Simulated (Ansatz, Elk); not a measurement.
**Bonding as seen by X-rays: MgBe3S4**

Structure refinements treat a crystal as free atoms side by side. For a made-up structure of MgBe3S4 (cell and positions from a PBE relaxation) the runs below show what the calculated density changes in F(hkl).

Calculated with Elk 11.2.3 (patched build); DFT, PBE, all-electron APW+lo, Dirac cores, scalar-relativistic bands, static density, no spin.

The structure was built from a prototype and need not be the compound's stable phase.

## 1. The starting structure

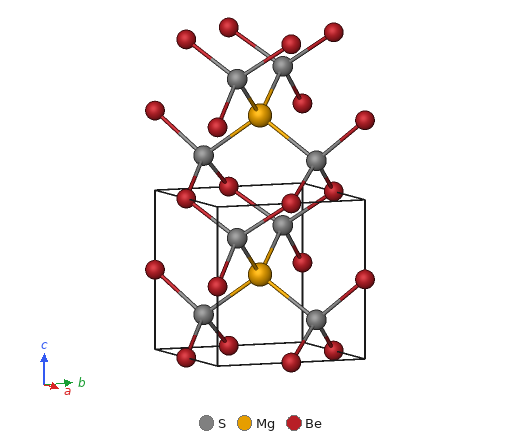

The starting structure, seen slightly off an axis (sulfur grey, magnesium orange, beryllium red). 1×1×2 cells are drawn. Some periodic images of atoms are drawn too.

Structure file:

```cif
data_structure
_symmetry_space_group_name_H-M 'P-43m'
_symmetry_Int_Tables_number 215
_cell_length_a 5.0927
_cell_length_b 5.0927
_cell_length_c 5.0927
_cell_angle_alpha 90.000
_cell_angle_beta 90.000
_cell_angle_gamma 90.000
_cell_volume 132.08
loop_
_atom_site_label
_atom_site_type_symbol
_atom_site_symmetry_multiplicity
_atom_site_Wyckoff_symbol
_atom_site_fract_x
_atom_site_fract_y
_atom_site_fract_z
_atom_site_occupancy
S1 S 4 e 0.23150 0.23150 0.23150 1
Mg1 Mg 1 b 0.50000 0.50000 0.50000 1
Be1 Be 3 d 0.50000 0.00000 0.00000 1
```

## 2. Ground state and structure factors

An all-electron density is needed, since X-rays see the cores too. Task 0 finds the density and task 195 Fourier-transforms it; tshift is off so that phases refer to the origin typed.

File elk.in:

```
tasks
  0
  195

xctype
  20

spinpol
  .false.

rgkmax
  7.0

gmaxvr
  14.0

lmaxo
  7

lmaxapw
  8

swidth
  0.002

tshift
  .false.

ramdisk
  .false.

hmaxvr
  5.5

maxscl
  120

epspot
  1e-06

sppath
  './'

avec
  9.62381274510 -0.00000000000 -0.00000000000
  -0.00000000000 9.62381274510 -0.00000000000
  -0.00000000000 -0.00000000000 9.62381274510

atoms
  3
  'S.in'
  4
  0.2314997910 0.2314997910 0.2314997910   0.000000 0.000000 0.000000
  0.2314997910 0.7685002090 0.7685002090   0.000000 0.000000 0.000000
  0.7685002090 0.2314997910 0.7685002090   0.000000 0.000000 0.000000
  0.7685002090 0.7685002090 0.2314997910   0.000000 0.000000 0.000000
  'Mg.in'
  1
  0.5000000000 0.5000000000 0.5000000000   0.000000 0.000000 0.000000
  'Be.in'
  3
  0.5000000000 -0.0000000000 -0.0000000000   0.000000 0.000000 0.000000
  -0.0000000000 0.5000000000 -0.0000000000   0.000000 0.000000 0.000000
  -0.0000000000 0.0000000000 0.5000000000   0.000000 0.000000 0.000000

ngridk
  5 5 5
```

Run with:

```sh
$ OMP_NUM_THREADS=4 elk
```

Numbers of over 12 decimals in the logs are rounded to 6 here.

Output:

```text
┌─────────────────────────┐
│ Elk code version 11.2.3 │
└─────────────────────────┘

All units are atomic (Hartree, Bohr, etc.)

┌─────────────────────────────────────────────────┐
│ Ground-state run starting from atomic densities │
└─────────────────────────────────────────────────┘

Lattice vectors :
   9.623812745      -0.000000000      -0.000000000
  -0.000000000       9.623812745      -0.000000000
  -0.000000000      -0.000000000       9.623812745

Reciprocal lattice vectors :
  0.6528790069       0.000000000       0.000000000
   0.000000000      0.6528790069       0.000000000
   0.000000000       0.000000000      0.6528790069

Unit cell volume      :    891.3360922
Brillouin zone volume :   0.2782903280

Muffin-tin inner radius fraction :   0.1000000000E-01

Nuclei treated as point charges

Species : 1 (S)
 parameters loaded from : S.in
 name : sulphur
 nuclear charge    :   -16.00000000
 electronic charge :    16.00000000
 atomic mass :    58450.91931
 muffin-tin radius :    2.200000000
 number of radial points in muffin-tin :    793
 inner part over the whole radius :   0.9890556315E-02
 number on inner part of muffin-tin    :    554
 approximate nuclear radius :   0.6195814986E-04
 number of mesh points to nuclear radius :    251
 atomic positions (lattice), magnetic fields (Cartesian) :
  1 :   0.23149979  0.23149979  0.23149979    0.00000000  0.00000000  0.00000000
  2 :   0.23149979  0.76850021  0.76850021    0.00000000  0.00000000  0.00000000
  3 :   0.76850021  0.23149979  0.76850021    0.00000000  0.00000000  0.00000000
  4 :   0.76850021  0.76850021  0.23149979    0.00000000  0.00000000  0.00000000

Species : 2 (Mg)
 parameters loaded from : Mg.in
 name : magnesium
 nuclear charge    :   -12.00000000
 electronic charge :    12.00000000
 atomic mass :    44305.30466
 muffin-tin radius :    2.200000000
 number of radial points in muffin-tin :    793
 inner part over the whole radius :   0.9941530515E-02
 number on inner part of muffin-tin    :    552
 approximate nuclear radius :   0.5710277704E-04
 number of mesh points to nuclear radius :    241
 atomic positions (lattice), magnetic fields (Cartesian) :
  1 :   0.50000000  0.50000000  0.50000000    0.00000000  0.00000000  0.00000000

Species : 3 (Be)
 parameters loaded from : Be.in
 name : beryllium
 nuclear charge    :   -4.000000000
 electronic charge :    4.000000000
 atomic mass :    16428.20280
 muffin-tin radius :    1.800000000
 number of radial points in muffin-tin :    593
 inner part over the whole radius :   0.9826427374E-02
 number on inner part of muffin-tin    :    403
 approximate nuclear radius :   0.4290726161E-04
 number of mesh points to nuclear radius :    156
 atomic positions (lattice), magnetic fields (Cartesian) :
  1 :   0.50000000  0.00000000  0.00000000    0.00000000  0.00000000  0.00000000
  2 :   0.00000000  0.50000000  0.00000000    0.00000000  0.00000000  0.00000000
  3 :   0.00000000  0.00000000  0.50000000    0.00000000  0.00000000  0.00000000

Total number of atoms per unit cell :    8
Total muffin-tin volume :    296.2982639
 ratio of muffin-tin to unit cell volume :   0.3324203592

Spin treatment :
 spin-unpolarised

Number of Bravais lattice symmetries :   48
Number of crystal symmetries         :   24
Crystal has no inversion symmetry
Complex Hermitian eigensolver will be used

k-point grid :      5     5     5
k-point offset :    0.000000000       0.000000000       0.000000000
k-point set is reduced with full crystal symmetry group
Total number of k-points :       14

Muffin-tin radius times maximum |G+k| :    7.000000000
 using average radius
Maximum |G+k| for APW functions       :    3.414634146
Maximum (1/2)|G+k|²                   :    5.829863177
Maximum |G| for potential and density :    14.00000000
Constant for pseudocharge density :    8
 order of it for each species :   15  15  15
 order of it for pair densities of each species (exact exchange by exxq0 0: 16) :   11  11   6
Radial integration step length :    1

[...]
xc potential                :     -171.99634872798
 exchange                    :     -124.70621391563
 correlation                 :     -3.340709
 electron entropic           :    -0.45584108866361E-11
 total energy                :     -1847.5587861388

Density of states at Fermi energy :   0.5001375739E-07
 (states/Hartree/unit cell)

Estimated indirect band gap :   0.1320556272
 from k-point 1 to k-point 1
Estimated direct band gap   :   0.1320556272
 at k-point 1

Charges :
 core                        :    48.00000000
 valence                     :    40.00000000
 interstitial                :    10.14308769
 muffin-tins (core leakage)
  species : 1 (S)
[...]
species : 2 (Mg)
[...]
species : 3 (Be)
[...]
total in muffin-tins        :    77.85691231
 total calculated charge     :    87.99613431
 total charge                :    88.00000000
 error                       :   0.3865688669E-02

RMS change in Kohn-Sham potential (target) :    5.797683449     (  0.1000000000E-05)
Absolute change in total energy (target)   :    4.650415938     (  0.1000000000E-03)

[... loops 3 to 13 left out ...]

┌──────────────────┐
│ Loop number : 14 │
└──────────────────┘

Energies :
 Fermi                       :     0.161780
 sum of occupied eigenvalues :     -1019.4957848580
 electron kinetic            :      1848.5074804067
 core electron kinetic       :      1725.6366691626
 Coulomb                     :     -3562.4017137240
 Coulomb potential           :     -2702.8652063291
 nuclear-nuclear             :     -320.10254488205
 electron-nuclear            :     -3787.7666985831
 Hartree                     :      545.46752974121
 Madelung                    :     -2210.9691105594
 xc potential                :     -165.13805893559
 exchange                    :     -124.50547355753
 correlation                 :     -3.345077
 electron entropic           :    -0.45313323926000E-11
 total energy                :     -1841.7447838714

Density of states at Fermi energy :   0.5002794472E-07
 (states/Hartree/unit cell)

Estimated indirect band gap :   0.1195156764
 from k-point 1 to k-point 1
Estimated direct band gap   :   0.1195156764
 at k-point 1

Charges :
 core                        :    48.00000000
 valence                     :    40.00000000
 interstitial                :    10.44716799
 muffin-tins (core leakage)
  species : 1 (S)
[...]
species : 2 (Mg)
[...]
species : 3 (Be)
[...]
total in muffin-tins        :    77.55283201
 total calculated charge     :    87.99618815
 total charge                :    88.00000000
 error                       :   0.3811845205E-02

RMS change in Kohn-Sham potential (target) :   0.4964789573E-06 (  0.1000000000E-05)
Absolute change in total energy (target)   :   0.9930975421E-04 (  0.1000000000E-03)

Convergence targets achieved

┌──────────────────┐
│ Loop number : 15 │
└──────────────────┘

Energies :
 Fermi                       :     0.161780
 sum of occupied eigenvalues :     -1019.4957805755
 electron kinetic            :      1848.5074812198
 core electron kinetic       :      1725.6366700644
 Coulomb                     :     -3562.4017111708
 Coulomb potential           :     -2702.8652054601
 nuclear-nuclear             :     -320.10254488205
 electron-nuclear            :     -3787.7666941732
 Hartree                     :      545.46752788445
 Madelung                    :     -2210.9691084407
 xc potential                :     -165.13805633517
 exchange                    :     -124.50547330357
 correlation                 :     -3.345077
 electron entropic           :    -0.45313319523538E-11
 total energy                :     -1841.7447802653

Density of states at Fermi energy :   0.5002794768E-07
 (states/Hartree/unit cell)

Estimated indirect band gap :   0.1195156210
 from k-point 1 to k-point 1
Estimated direct band gap   :   0.1195156210
 at k-point 1

Charges :
 core                        :    48.00000000
 valence                     :    40.00000000
 interstitial                :    10.44716822
 muffin-tins (core leakage)
  species : 1 (S)
[...]
species : 2 (Mg)
[...]
species : 3 (Be)
   atom 1                    :    2.748690973     (  0.1121260383E-02)
   atom 2                    :    2.748690973     (  0.1121260383E-02)
   atom 3                    :    2.748690973     (  0.1121260383E-02)
 total in muffin-tins        :    77.55283178
 total calculated charge     :    87.99618815
 total charge                :    88.00000000
 error                       :   0.3811845264E-02

┌──────────────────────────────┐
│ Self-consistent loop stopped │
└──────────────────────────────┘

Warning : core states of species 3 leak from the muffin-tin :   0.1121260383E-02

Wrote STATE.OUT
```

Wall time 21 s (4 threads of AMD EPYC 9B45 (Zen 5), shared host); peak memory 0.23 GiB; 56 s of CPU time.

SFACRHO.OUT:

```text

h k l indices transformed by vhmat matrix:
   1.000000000       0.000000000       0.000000000    
   0.000000000       1.000000000       0.000000000    
   0.000000000       0.000000000       1.000000000    

      h      k      l  multipl.   |H|            Re(F)            Im(F)           |F|

      0      0      0      1   0.0000000       87.999998      0.91052418E-15   87.999998    
      0      0      1      6  0.65287901     -0.68720854      0.91451175E-14  0.68720854    
      0     -1      1     12  0.92331035       7.7768576      0.12164717E-14   7.7768576    
     -1     -1     -1      4   1.1308196      -16.293873       47.806708       50.507144    
      1     -1     -1      4   1.1308196      -16.293873      -47.806708       50.507144    
      0      0     -2      6   1.3057580      -28.881855      0.38746463E-13   28.881855    
     -1     -2      0     24   1.4598818      -11.223073     -0.18544305E-13   11.223073    
     -2      1      1     12   1.5992204       5.6602165       9.1471999       10.756827    
      1      2      1     12   1.5992204       5.6602165      -9.1471999       10.756827    
     -2      2      0     12   1.8466207       48.465085      0.14360378E-13   48.465085    
     -2      1     -2     12   1.9586370      -1.8812189      -1.9886157       2.7374399    
      2      1     -2     12   1.9586370      -1.8812189       1.9886157       2.7374399    
     -3      0      0      6   1.9586370      -18.170149     -0.10109992E-15   18.170149    
      0      3     -1     24   2.0645847       4.2276905     -0.68479257E-14   4.2276905    
      3     -1      1     12   2.1653547      -11.986353      -31.838574       34.020104    
      1     -3     -1     12   2.1653547      -11.986353       31.838574       34.020104    
      2      2      2      4   2.2616392      -19.336928      0.31446497       19.339485    
      2      2     -2      4   2.2616392      -19.336928     -0.31446497       19.339485
```

Elk indexes on the primitive cell of elk.in and gives |H| = 4π sin θ/λ in inverse bohr. Below, one row stands for each form hkl of the conventional cell (m members, Friedel mates merged), F is for one primitive cell and the density is static (no thermal factor). Free-atom factors are Waasmaier and Kirfel's, and R is Σm||F|−|F'||/Σm|F|.

```tsv
hkl	m	sin θ/λ (Å⁻¹)	abs F, DFT	neutral atoms	diff.	abs of complex diff.
100	6	0.098	0.687	0.818	-0.131	0.131
110	12	0.139	7.777	7.813	-0.036	0.036
111	8	0.170	50.507	49.518	+0.989	0.990
200	6	0.196	28.882	28.587	+0.295	0.295
210	24	0.220	11.223	11.309	-0.086	0.086
211	24	0.240	10.757	10.886	-0.130	0.159
220	12	0.278	48.465	48.574	-0.109	0.109
221	24	0.294	2.737	2.635	+0.102	0.103
300	6	0.294	18.170	18.278	-0.108	0.108
310	24	0.310	4.228	4.233	-0.006	0.006
311	24	0.326	34.020	34.411	-0.391	0.402
222	8	0.340	19.339	19.510	-0.170	0.196
320	24	0.354	5.868	5.904	-0.037	0.037
321	48	0.367	9.416	9.439	-0.022	0.109
400	6	0.393	38.930	39.217	-0.287	0.287
410	24	0.405	1.433	1.385	+0.049	0.049
322	24	0.405	14.773	14.816	-0.043	0.143
330	12	0.416	8.121	8.098	+0.022	0.022
```

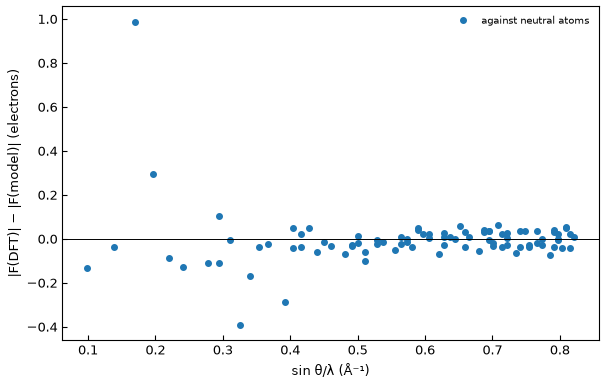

Difference between the calculated structure factors and the independent-atom ones.

## 3. The highest occupied states alone

An energy window below the Fermi level keeps the highest occupied states, to see at which angles they scatter; shallow core shells can lie inside it and anion s states outside. No new self-consistency is needed.

elk.in, as its differences from that of step 2:

```diff
@@ -1,3 +1,2 @@
 tasks
-  0
   195
@@ -40,2 +39,5 @@
 
+wsfac
+  -0.389460 0.461780
+
 sppath
```

Run with:

```sh
$ OMP_NUM_THREADS=4 elk
```

Output:

```text
┌─────────────────────────────────┐
│ Elk code version 11.2.3 started │
└─────────────────────────────────┘

Info(readinput): the functional depends on the density's gradient
 muffin-tin radial points multiplied by    2.00000
 (not where nrmtscf is given)

┌────────────────────┐
│ Current task : 195 │
└────────────────────┘

Info(sfacrho): density structure factors written to SFACRHO.OUT

 Energy window :  -0.3894600000      0.4617800000

┌──────────────────┐
│ Elk code stopped │
└──────────────────┘
```

Elapsed: 6.1 s, on 4 threads; peak memory 0.18 GiB.

States within 15 eV below the Fermi level hold 32.00 electrons; any levels below the window count with the cores. Their amplitudes can exceed the total, where window and core parts have opposite phase:

```tsv
hkl	sin θ/λ (Å⁻¹)	abs F, window	abs F, all
100	0.098	2.435	0.687
110	0.139	0.153	7.777
111	0.170	10.388	50.507
200	0.196	6.481	28.882
210	0.220	0.379	11.223
211	0.240	0.844	10.757
220	0.278	1.620	48.465
221	0.294	0.137	2.737
300	0.294	0.325	18.170
310	0.310	0.011	4.228
```

## 4. Another functional

The difference from free atoms is small, so it is set against the change that LDA (Perdew-Wang) makes.

elk.in, as its differences from that of step 3:

```diff
@@ -1,2 +1,3 @@
 tasks
+  0
   195
@@ -4,3 +5,3 @@
 xctype
-  20
+  3
 
@@ -39,5 +40,2 @@
 
-wsfac
-  -0.389460 0.461780
-
 sppath
```

Run with:

```sh
$ OMP_NUM_THREADS=4 elk
```

Output:

```text
┌─────────────────────────┐
│ Elk code version 11.2.3 │
└─────────────────────────┘

All units are atomic (Hartree, Bohr, etc.)

┌─────────────────────────────────────────────────┐
│ Ground-state run starting from atomic densities │
└─────────────────────────────────────────────────┘

Lattice vectors :
   9.623812745      -0.000000000      -0.000000000
  -0.000000000       9.623812745      -0.000000000
  -0.000000000      -0.000000000       9.623812745

Reciprocal lattice vectors :
  0.6528790069       0.000000000       0.000000000
[...]
species : 1 (S)
[...]
species : 2 (Mg)
[...]
species : 3 (Be)
[...]
atom 2                    :    2.755580850     (  0.1222184312E-02)
   atom 3                    :    2.755580850     (  0.1222184312E-02)
 total in muffin-tins        :    77.49238623
 total calculated charge     :    87.99591149
 total charge                :    88.00000000
 error                       :   0.4088505466E-02

┌──────────────────────────────┐
│ Self-consistent loop stopped │
└──────────────────────────────┘

Warning : core states of species 3 leak from the muffin-tin :   0.1222184312E-02

Wrote STATE.OUT
[key lines of the parts left out:]
total energy                :     -1835.6744320002
```

Run time: 16 s. Hardware: 4 threads; peak memory 0.22 GiB; 46 s of CPU time.

Against the first run R = 0.19 %; the largest change is -0.080 at 620.

## 5. Basis size

The basis and the expansions that go with it are enlarged, to see whether the differences are converged.

elk.in, as its differences from that of step 4:

```diff
@@ -5,3 +5,3 @@
 xctype
-  3
+  20
 
@@ -11,12 +11,12 @@
 rgkmax
-  7.0
+  8.5
 
 gmaxvr
-  14.0
+  18.0
 
 lmaxo
-  7
+  9
 
 lmaxapw
-  8
+  10
```

Run with:

```sh
$ OMP_NUM_THREADS=4 elk
```

Output:

```text
┌─────────────────────────┐
│ Elk code version 11.2.3 │
└─────────────────────────┘

All units are atomic (Hartree, Bohr, etc.)

┌─────────────────────────────────────────────────┐
│ Ground-state run starting from atomic densities │
└─────────────────────────────────────────────────┘

Lattice vectors :
   9.623812745      -0.000000000      -0.000000000
  -0.000000000       9.623812745      -0.000000000
  -0.000000000      -0.000000000       9.623812745

Reciprocal lattice vectors :
  0.6528790069       0.000000000       0.000000000
[...]
species : 1 (S)
[...]
species : 2 (Mg)
[...]
species : 3 (Be)
[...]
atom 2                    :    2.749240911     (  0.1121608355E-02)
   atom 3                    :    2.749240911     (  0.1121608355E-02)
 total in muffin-tins        :    77.55696012
 total calculated charge     :    87.99627592
 total charge                :    88.00000000
 error                       :   0.3724078152E-02

┌──────────────────────────────┐
│ Self-consistent loop stopped │
└──────────────────────────────┘

Warning : core states of species 3 leak from the muffin-tin :   0.1121608355E-02

Wrote STATE.OUT
[key lines of the parts left out:]
total energy                :     -1841.7459071801
```

The job ended after 69 s (4 threads; peak memory 0.54 GiB).

Against the first run R = 0.00 %; the largest change is -0.004 at 333.

## 6. Settings against the effect

```tsv
run	R against the first run (%)	R against neutral atoms, low angle (%)	wall time
PBE, rgkmax 7	0.00	1.05	21 s
LDA (Perdew-Wang)	0.19	0.98	16 s
rgkmax 8.5 with larger expansions	0.00	1.04	69 s
```

## 7. Outcome

| Quantity | Value |
| --- | --- |
| R against neutral atoms, sin θ/λ < 0.3 Å⁻¹ | 1.05 % |
| R against neutral atoms, 0.3 to 0.82 Å⁻¹ | 0.29 % |

**Reading.** Independent neutral atoms miss the calculated amplitudes by R = 1.05 % below 0.3 Å⁻¹ and 0.29 % from there to 0.82 Å⁻¹; by shells, 1.25 % below 0.15 Å⁻¹ (2 forms), 1.04 % 0.15 to 0.3 (7 forms), 0.51 % 0.3 to 0.45 (13 forms), 0.25 % above 0.45 (69 forms). Bonding, aspherical density and the tables' own atoms all enter these figures, and the runs don't part them. The largest change of an amplitude is +0.99 electrons, at 111. R counts amplitudes alone; phases shift too. Weak lines can change much in proportion: 100 goes from 0.82 to 0.69. The window's part falls from 32.0 electrons at the origin to at most 0.45 between 0.45 and 0.82 Å⁻¹. Below 0.3 Å⁻¹ the changes that finished (LDA (Perdew-Wang) and rgkmax 8.5 with larger expansions) move F by R = 0.07 % at most, against the 1.05 % that separates it from free atoms. The k-mesh has no finished test. Part of the difference isn't bonding: the tables are fits to free atoms and ions calculated by other methods than this functional. Thermal motion, anomalous dispersion and extinction are left out.

[Logs are printed without paths, hosts, clocks, repeated set-up lines and the standing remarks that a program may print on its own settings, such as how far it seeks lower states.]

[Hosts, paths, dates, database ids (printed as entryN), source tags and the programs' standing remarks are cut or masked in the printed files.]
